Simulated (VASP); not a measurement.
Band structure of Cd₄S₂Se₂ (ordered alloy cell). Level of theory: modified Becke-Johnson potential (mBJ), VASP's PBE PAW potentials (set 64) (plane waves; VASP).

mBJ is a potential without an energy functional, so only the levels count.

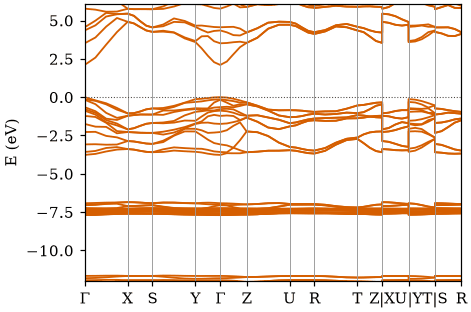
Figure: Bands along high-symmetry lines, zero at the valence-band maximum or, without a gap, the Fermi level

Task: Read the plot: is there a gap, and where are the band edges?

Result: The gap is direct, 2.10 eV, from the valence maximum at Γ to the conduction minimum at Γ.

The structure was generated: Cd4S2Se2 was put into an ordered model structure (Pmn2_1), which need not be its known phase. It was relaxed first. The k-mesh is coarse (spacing up to 0.42 per Å, 2π included), so the numbers may not be converged in it. The cell's shape comes from a PBE relaxation.
